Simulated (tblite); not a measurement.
## Geometry relaxation of C5H10FOPSi (part 1 of 4)

System: C5H10FOPSi.
Method: GFN2-xTB geometry optimisation, gas phase (tblite 0.8.0).

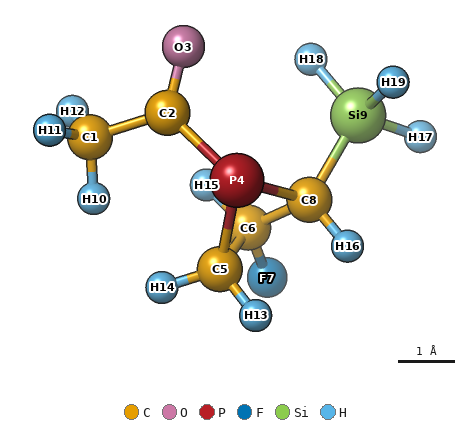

*The structure as given in the input (ball-and-stick view, seen at a tilt; atoms are numbered from 1 in the order of the input).*

Bond lengths as drawn: C–C 1.49 to 1.52 Å, C–F 1.37 Å, C–H 1.09 to 1.13 Å, C–O 1.23 Å, C–P 1.84 to 1.89 Å, C–Si 1.84 Å and H–Si 1.45 to 1.48 Å.

**Input file**
```
{"job": {"kind": "relax", "xc": "GFN2-xTB", "basis": "xTB"}, "charge": 0, "multiplicity": 1}
C      2.573500     0.641400    -0.232100
C      1.200300     1.276300    -0.393900
O      0.977200     2.350100     0.165800
P     -0.122700     0.460000    -1.386200
C      0.107300    -1.401200    -1.168600
C     -0.351700    -1.182700     0.258800
F     -0.734600    -2.382000     0.797400
C     -1.433100    -0.321900    -0.303900
Si    -2.223700     0.889700     0.827800
H      2.449500    -0.448300    -0.485600
H      3.300800     1.047100    -0.936800
H      2.923300     0.676000     0.800500
H     -0.585300    -1.996400    -1.797800
H      1.131500    -1.753000    -1.328600
H      0.445400    -0.634500     0.816700
H     -2.166900    -0.934400    -0.890000
H     -3.357000     0.235100     1.519700
H     -1.313100     1.534800     1.756400
H     -2.830400     1.952900    -0.012200
```

The first line tells a small driver script what to run in tblite; the rest is the geometry in Å.

Machine: 1 CPU thread, shared host.

Command:
```bash
OMP_NUM_THREADS=1 python <driver script> task.json out
```

**Log**
```
step      E/eV     max force
  0    -782.87970    2.723
  1    -783.33230    2.053
  2    -783.60748    1.580
  3    -783.73369    0.957
  4    -783.80798    0.951
  5    -783.87374    0.549
  6    -783.91346    0.547
  7    -783.95419    0.431
  8    -783.99114    0.462
  9    -784.02397    0.388
 10    -784.04468    0.336
 11    -784.06026    0.330
 12    -784.07677    0.335
 13    -784.09619    0.361
 14    -784.11529    0.291
 15    -784.13057    0.296
 16    -784.14183    0.244
 17    -784.15024    0.182
 18    -784.15808    0.212
 19    -784.16689    0.268
 20    -784.17630    0.243
 21    -784.18568    0.240
 22    -784.19494    0.277
 23    -784.20404    0.268
 24    -784.21319    0.235
 25    -784.22246    0.257
 26    -784.23065    0.218
 27    -784.23742    0.210
 28    -784.24421    0.193
 29    -784.25188    0.211
 30    -784.25978    0.280
 31    -784.26682    0.253
 32    -784.27252    0.166
 33    -784.27747    0.150
 34    -784.28197    0.193
 35    -784.28550    0.142
 36    -784.28823    0.205
 37    -784.29107    0.152
 38    -784.29462    0.169
 39    -784.29898    0.180
 40    -784.30274    0.137
 41    -784.30691    0.123
 42    -784.31102    0.134
 43    -784.31527    0.187
 44    -784.31958    0.174
 45    -784.32469    0.166
 46    -784.33071    0.225
 47    -784.33660    0.195
 48    -784.34135    0.171
 49    -784.34551    0.181
 50    -784.34982    0.200
 51    -784.35621    0.220
 52    -784.36283    0.200
 53    -784.36754    0.164
 54    -784.37138    0.133
 55    -784.37452    0.158
 56    -784.37715    0.185
 57    -784.38032    0.158
 58    -784.38354    0.120
 59    -784.38550    0.093
 60    -784.38657    0.083
 61    -784.38767    0.090
 62    -784.38895    0.085
 63    -784.39023    0.092
 64    -784.39160    0.091
 65    -784.39314    0.107
 66    -784.39518    0.118
 67    -784.39800    0.128
 68    -784.40107    0.114
 69    -784.40344    0.159
 70    -784.40536    0.126
 71    -784.40713    0.091
 72    -784.40914    0.104
 73    -784.41087    0.112
 74    -784.41247    0.130
 75    -784.41344    0.065
 76    -784.41417    0.053
 77    -784.41479    0.075
 78    -784.41536    0.049
 79    -784.41590    0.085
 80    -784.41644    0.069
 81    -784.41712    0.063
 82    -784.41782    0.094
 83    -784.41860    0.110
 84    -784.41939    0.088
 85    -784.42024    0.097
 86    -784.42123    0.078
 87    -784.42243    0.084
 88    -784.42376    0.144
 89    -784.42443    0.076
 90    -784.42573    0.114
 91    -784.42645    0.069
 92    -784.42730    0.052
 93    -784.42779    0.090
 94    -784.42850    0.098
 95    -784.42893    0.073
 96    -784.42929    0.039
 97    -784.42951    0.037
 98    -784.42973    0.040
 99    -784.42995    0.042
100    -784.43018    0.033
101    -784.43038    0.034
102    -784.43053    0.031
103    -784.43068    0.028
104    -784.43085    0.029
105    -784.43102    0.034
106    -784.43119    0.031
107    -784.43136    0.036
108    -784.43157    0.037
109    -784.43184    0.042
110    -784.43215    0.046
111    -784.43246    0.043
112    -784.43269    0.025
113    -784.43281    0.021
114    -784.43288    0.023
115    -784.43294    0.021
116    -784.43300    0.019
117    -784.43309    0.020
118    -784.43316    0.018
119    -784.43322    0.015
120    -784.43326    0.020
121    -784.43331    0.023
122    -784.43334    0.014
123    -784.43337    0.011
124    -784.43338    0.010
```

**Trajectory as extended XYZ (Å, eV, eV/Å), 43 of the 125 frames kept, from step=0 to step=124**
```
19
Properties=species:S:1:pos:R:3:forces:R:3 step=0 energy=-782.87970
C     2.5735    0.6414   -0.2321   -0.6050  -1.7530  -0.8360
C     1.2003    1.2763   -0.3939    0.4050   1.1810   2.4200
O     0.9772    2.3501    0.1658   -0.1930  -1.2270  -1.0970
P    -0.1227    0.4600   -1.3862   -0.8360  -0.5690  -2.3670
C     0.1073   -1.4012   -1.1686    2.5580  -0.0900  -0.8720
C    -0.3517   -1.1827    0.2588    0.2890  -1.2880  -1.6640
F    -0.7346   -2.3820    0.7974   -0.0280   0.0650   0.9730
C    -1.4331   -0.3219   -0.3039   -1.1020   1.1140   1.1890
Si   -2.2237    0.8897    0.8278   -1.7920   1.4060   0.8780
H     2.4495   -0.4483   -0.4856    0.4040   0.8320   0.1330
H     3.3008    1.0471   -0.9368   -0.1070   0.1710   0.2880
H     2.9233    0.6760    0.8005   -0.0340   0.4610  -0.2450
H    -0.5853   -1.9964   -1.7978    0.4480   0.4800   0.4900
H     1.1315   -1.7530   -1.3286    0.0330  -0.3950  -0.0530
H     0.4454   -0.6345    0.8167   -0.8660  -0.7740   0.3110
H    -2.1669   -0.9344   -0.8900    0.7400   0.7210   0.2850
H    -3.3570    0.2351    1.5197    0.3110   0.0330  -0.0110
H    -1.3131    1.5348    1.7564    0.1940  -0.1310   0.0880
H    -2.8304    1.9529   -0.0122    0.1800  -0.2380   0.0900
19
Properties=species:S:1:pos:R:3:forces:R:3 step=3 energy=-783.73369
C     2.5565    0.5987   -0.2459   -0.1740   0.1160   0.1360
C     1.2085    1.2674   -0.3269   -0.5710  -0.3650  -0.6760
O     0.9592    2.3421    0.1431   -0.1320  -0.1200   0.0400
P    -0.1608    0.4286   -1.4924    0.0850   0.0000   0.1670
C     0.1868   -1.3942   -1.2101    0.3300  -0.0570  -0.0210
C    -0.3415   -1.2248    0.1873   -0.1680   0.2700   0.3540
F    -0.7342   -2.3763    0.8437    0.0330   0.1580  -0.0680
C    -1.4521   -0.2770   -0.2556    0.5930   0.2330  -0.1160
Si   -2.3026    0.9606    0.8779    0.2630  -0.0110   0.1000
H     2.4671   -0.4440   -0.4894    0.1330  -0.3670  -0.1170
H     3.2862    1.0540   -0.9186   -0.2450   0.1200   0.0540
H     2.9204    0.6973    0.7746    0.1080   0.1000   0.0170
H    -0.5494   -1.9689   -1.7738    0.2750  -0.0630  -0.2250
H     1.1763   -1.7907   -1.3394    0.4340  -0.2840  -0.1680
H     0.3886   -0.6877    0.8290   -0.3510  -0.4870   0.0560
H    -2.1333   -0.8888   -0.8729   -0.0280   0.5080   0.1730
H    -3.3535    0.2309    1.5296   -0.3900  -0.2080   0.3920
H    -1.3033    1.5282    1.7635    0.0590   0.0240   0.1920
H    -2.8288    1.9537   -0.0161   -0.2570   0.4330  -0.2900
19
Properties=species:S:1:pos:R:3:forces:R:3 step=6 energy=-783.91346
C     2.5299    0.5874   -0.2432   -0.1100  -0.2220  -0.1460
C     1.1601    1.2371   -0.3658    0.2490  -0.1730  -0.0480
O     0.9341    2.3104    0.1308   -0.3510  -0.1920  -0.1040
P    -0.1563    0.4183   -1.5115    0.2860  -0.0360  -0.0200
C     0.2357   -1.3996   -1.2153    0.0870  -0.1530   0.1530
C    -0.3470   -1.2238    0.1820    0.2200  -0.0880  -0.0010
F    -0.7390   -2.3630    0.8490   -0.3030  -0.1260  -0.2180
C    -1.4093   -0.2340   -0.2522   -0.0890   0.1340   0.0010
Si   -2.3130    0.9834    0.8982   -0.0410  -0.0270  -0.1300
H     2.4892   -0.4718   -0.4989    0.1120   0.1830   0.0960
H     3.2505    1.0697   -0.9080   -0.2600   0.0740  -0.0690
H     2.9250    0.7150    0.7666   -0.2060   0.0160  -0.0470
H    -0.5015   -1.9661   -1.7903    0.2590  -0.0840  -0.1790
H     1.2333   -1.8300   -1.3586   -0.2400   0.1250   0.0900
H     0.3516   -0.7437    0.8541    0.3940   0.1560   0.3460
H    -2.1257   -0.8156   -0.8494   -0.1100   0.3070  -0.0290
H    -3.3818    0.2161    1.5680    0.2070   0.1940  -0.0400
H    -1.2947    1.5298    1.7889   -0.1130   0.0240   0.1120
H    -2.8509    1.9896   -0.0368    0.0100  -0.1110   0.2330
19
Properties=species:S:1:pos:R:3:forces:R:3 step=9 energy=-784.02397
C     2.5049    0.5676   -0.2520    0.2560   0.2490   0.0880
C     1.1484    1.1943   -0.4001   -0.1090   0.1230   0.2990
O     0.8675    2.2548    0.1067   -0.0950  -0.1590  -0.0460
P    -0.1150    0.3985   -1.5302   -0.0710  -0.2410  -0.2960
C     0.2695   -1.4166   -1.1997   -0.1980   0.1430  -0.0920
C    -0.3268   -1.2248    0.1912   -0.0840   0.0670   0.0880
F    -0.7861   -2.3669    0.8155   -0.1690   0.0410  -0.1770
C    -1.3735   -0.1920   -0.2508    0.1320  -0.1300   0.0600
Si   -2.3136    0.9972    0.9001    0.1970   0.1150   0.1370
H     2.5204   -0.4824   -0.4964    0.0170  -0.1460  -0.0220
H     3.1881    1.0924   -0.9149    0.0350   0.0500  -0.2070
H     2.8963    0.7287    0.7535   -0.1670  -0.0130   0.0180
H    -0.4296   -1.9782   -1.8269    0.0180  -0.0710   0.1170
H     1.2540   -1.8444   -1.3570    0.1460   0.0460   0.2290
H     0.3735   -0.7707    0.9123   -0.0380  -0.1440  -0.1780
H    -2.1361   -0.7185   -0.8387    0.0810  -0.0080  -0.1030
H    -3.3737    0.2330    1.5913    0.2300   0.1540  -0.1280
H    -1.3095    1.5341    1.8230   -0.1880   0.0180   0.0210
H    -2.8685    2.0033   -0.0193    0.0090  -0.0930   0.1910
19
Properties=species:S:1:pos:R:3:forces:R:3 step=12 energy=-784.07677
C     2.5127    0.5743   -0.2554   -0.1410  -0.0260  -0.0660
C     1.1367    1.1731   -0.3965   -0.0630  -0.1030  -0.2470
O     0.8193    2.2229    0.1003   -0.0580   0.0290   0.1890
P    -0.1012    0.3697   -1.5652   -0.0520   0.1340   0.0860
C     0.2735   -1.4185   -1.1966    0.1360  -0.1630   0.0260
C    -0.3276   -1.2237    0.1960   -0.1140  -0.0760  -0.2220
F    -0.8315   -2.3659    0.7777   -0.0900   0.0220  -0.0130
C    -1.3510   -0.1803   -0.2491   -0.0470   0.1370  -0.1790
Si   -2.2879    1.0100    0.9071    0.1500  -0.0400  -0.0930
H     2.5383   -0.4881   -0.4937    0.0360   0.2000   0.0210
H     3.1648    1.1097   -0.9436    0.0630  -0.0050   0.0030
H     2.8673    0.7352    0.7571    0.1050   0.0720   0.0700
H    -0.3987   -1.9979   -1.8304   -0.1030  -0.1560   0.1210
H     1.2699   -1.8382   -1.3242    0.0570   0.0640   0.1730
H     0.3854   -0.7970    0.9205   -0.1170  -0.1730  -0.1380
H    -2.1296   -0.6776   -0.8450    0.1120  -0.1230   0.0120
H    -3.3413    0.2590    1.5865    0.0060  -0.0650   0.0200
H    -1.3333    1.5436    1.8490    0.1520   0.1690   0.2460
H    -2.8755    1.9990    0.0132   -0.0340   0.1030  -0.0090
19
Properties=species:S:1:pos:R:3:forces:R:3 step=15 energy=-784.13057
C     2.5071    0.5915   -0.2633   -0.1100   0.0190  -0.0240
C     1.1097    1.1496   -0.4167    0.1910   0.1390  -0.0160
O     0.7558    2.1733    0.1168   -0.0310  -0.1450   0.0730
P    -0.0943    0.3494   -1.6026    0.1290   0.0400   0.0210
C     0.2894   -1.4389   -1.1965   -0.0170  -0.0470  -0.0380
C    -0.3475   -1.2317    0.1709    0.0350  -0.0610  -0.0080
F    -0.9028   -2.3600    0.7298   -0.1370  -0.0400  -0.0220
C    -1.3261   -0.1514   -0.2729   -0.1030  -0.0400  -0.0610
Si   -2.2334    1.0294    0.9118   -0.0720   0.1300   0.0740
H     2.5648   -0.4716   -0.4904    0.0010   0.1570  -0.0030
H     3.1463    1.1277   -0.9732   -0.0390  -0.0450   0.2500
H     2.8472    0.7565    0.7626    0.0680   0.1390  -0.2520
H    -0.3744   -2.0469   -1.8117    0.0840  -0.1540  -0.0260
H     1.3066   -1.8253   -1.2566   -0.1040  -0.0270   0.0000
H     0.3743   -0.8611    0.9048   -0.0040   0.0300   0.0990
H    -2.1062   -0.6510   -0.8539   -0.1650  -0.1150  -0.0630
H    -3.2983    0.2784    1.5824    0.0670  -0.1220   0.0020
H    -1.3404    1.5803    1.9156    0.1210   0.0490   0.0130
H    -2.8877    2.0113    0.0509    0.0860   0.0920  -0.0200
19
Properties=species:S:1:pos:R:3:forces:R:3 step=18 energy=-784.15808
C     2.4962    0.6042   -0.2689    0.1390   0.0700   0.0100
C     1.1107    1.1492   -0.4295   -0.1520  -0.0090   0.1310
O     0.7230    2.1407    0.1387   -0.0160   0.0180   0.0600
P    -0.0796    0.3420   -1.6181   -0.0590  -0.1340  -0.0480
C     0.2927   -1.4533   -1.1994   -0.0770   0.0240   0.0400
C    -0.3585   -1.2401    0.1592   -0.0990   0.0520   0.0880
F    -0.9513   -2.3601    0.7037   -0.0370   0.0170  -0.0510
C    -1.3271   -0.1440   -0.2905   -0.0350  -0.0650   0.0550
Si   -2.2125    1.0507    0.9213    0.0290  -0.0180  -0.0020
H     2.5756   -0.4503   -0.4909   -0.0480  -0.1270  -0.0490
H     3.1397    1.1353   -0.9626    0.1330   0.1440  -0.0820
H     2.8489    0.7857    0.7416    0.0540   0.1280   0.0690
H    -0.3535   -2.0893   -1.8061    0.1100  -0.0330  -0.0690
H     1.3137   -1.8242   -1.2252   -0.0130  -0.0870  -0.0570
H     0.3643   -0.8893    0.9065   -0.1010   0.0120   0.0440
H    -2.1133   -0.6527   -0.8646   -0.0640   0.0430   0.0100
H    -3.2691    0.2712    1.5807    0.1010  -0.0670  -0.0060
H    -1.3282    1.6033    1.9460    0.0170  -0.0440  -0.1570
H    -2.8815    2.0304    0.0656    0.1170   0.0750   0.0150
19
Properties=species:S:1:pos:R:3:forces:R:3 step=21 energy=-784.18568
C     2.5025    0.6277   -0.2769    0.0060   0.0360  -0.0360
C     1.0957    1.1439   -0.4232    0.0240  -0.1700  -0.0070
O     0.6803    2.1049    0.1748   -0.0230  -0.0070   0.0100
P    -0.0718    0.3142   -1.6384   -0.1180   0.0480   0.1880
C     0.2885   -1.4709   -1.1937    0.0990  -0.1150   0.0850
C    -0.3857   -1.2458    0.1571   -0.0630  -0.0880  -0.0950
F    -1.0155   -2.3597    0.6666    0.0020  -0.0320   0.0670
C    -1.3374   -0.1434   -0.3043    0.0170   0.0860  -0.0730
Si   -2.1863    1.0705    0.9274    0.0460  -0.1470  -0.1840
H     2.5808   -0.4364   -0.4970    0.0210   0.1870   0.0580
H     3.1513    1.1675   -0.9622   -0.0240   0.0570  -0.1600
H     2.8601    0.8413    0.7262    0.0020  -0.0350   0.1050
H    -0.3103   -2.1432   -1.8124   -0.0380   0.1100   0.0070
H     1.3140   -1.8366   -1.1988    0.0080  -0.0090   0.0200
H     0.3349   -0.9166    0.9197   -0.1860  -0.0070  -0.0080
H    -2.1350   -0.6464   -0.8742    0.0260   0.1050   0.0880
H    -3.2165    0.2504    1.5778    0.0440  -0.0130   0.0190
H    -1.3082    1.6221    1.9530    0.0610  -0.0460  -0.1160
H    -2.8513    2.0659    0.0861    0.0960   0.0420   0.0320
19
Properties=species:S:1:pos:R:3:forces:R:3 step=24 energy=-784.21319
C     2.5136    0.6640   -0.2861   -0.0580   0.0900   0.0330
C     1.0807    1.1223   -0.4122    0.1060   0.1280   0.0130
O     0.6357    2.0596    0.2075    0.0190  -0.1350  -0.0570
P    -0.0754    0.2897   -1.6355    0.2180   0.0400  -0.0050
C     0.2929   -1.4987   -1.1793   -0.0040   0.0680  -0.0670
C    -0.4226   -1.2628    0.1471    0.0160  -0.1040   0.0220
F    -1.0812   -2.3653    0.6392   -0.0460  -0.0900   0.0620
C    -1.3414   -0.1376   -0.3248    0.0060  -0.1470   0.0270
Si   -2.1531    1.0727    0.9121   -0.0230   0.0640   0.0630
H     2.5916   -0.4006   -0.4956    0.1400   0.1210   0.0440
H     3.1546    1.2082   -0.9862   -0.2290  -0.0540   0.0080
H     2.8693    0.8907    0.7222   -0.0390  -0.0700  -0.1270
H    -0.2725   -2.1788   -1.8187   -0.1290   0.1050   0.0180
H     1.3211   -1.8529   -1.1681    0.0540   0.0180   0.1190
H     0.2755   -0.9457    0.9325   -0.0830   0.0130   0.0270
H    -2.1563   -0.6221   -0.8735   -0.0900   0.0160  -0.0820
H    -3.1562    0.2288    1.5775    0.0090   0.0350  -0.0110
H    -1.2804    1.6304    1.9380    0.0860  -0.0810  -0.0800
H    -2.8057    2.1075    0.1115    0.0470  -0.0160  -0.0070
```
